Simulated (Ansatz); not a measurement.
System: Tl2GeSe4.

```xyz
7
Lattice="6.9636 0.0000 0.0000 0.0000 6.9636 0.0000 0.0000 0.0000 3.8949" Properties=species:S:1:pos:R:3 pbc="T T T"
Tl    3.4818    0.0000    1.9474
Tl    0.0000    3.4818    1.9474
Ge    0.0000    0.0000    0.0000
Se    1.7098    5.2537    0.0000
Se    1.7098    1.7098    0.0000
Se    5.2537    5.2537    0.0000
Se    5.2537    1.7098    0.0000
```

Space group P4/mmm; a structure from a database of computed crystals, not necessarily the ambient phase; started from the K2PdCl4-123 prototype, which need not be the ambient phase.

All numbers below come from Ansatz 0.2.0, DFT, PBEsol, plane waves, PAW.

What can the converged valence pseudo-density and electron localisation function tell about the bonding?

Answer. Ge–Se (2.42 Å): ρ is about 0.56 e/Å³ halfway; the ELF is about 0.70 at the midpoint.
Tl–Se (3.14 Å): ρ at the midpoint is about 0.18 e/Å³; the ELF is about 0.25 at the midpoint.

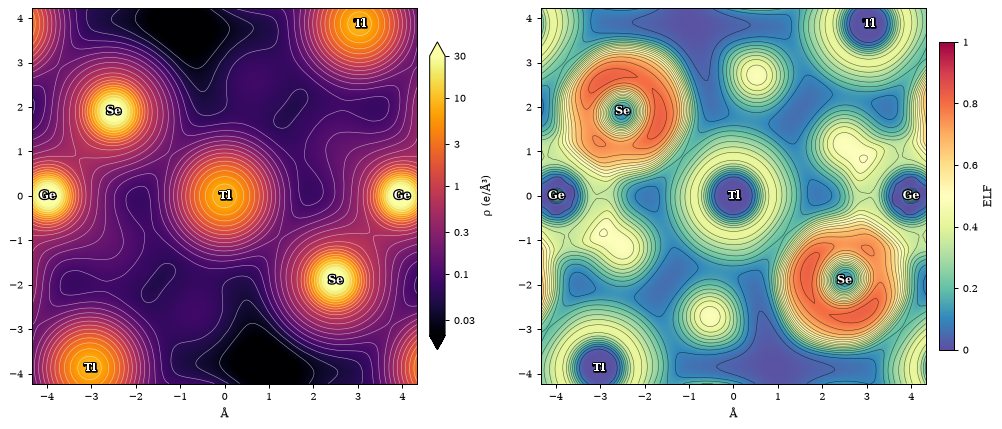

Computed valence pseudo-density and electron localisation function on the (111) plane of the conventional cell, in this order. 

In a PAW calculation such maps are meaningful between the atoms, not at the nuclei.
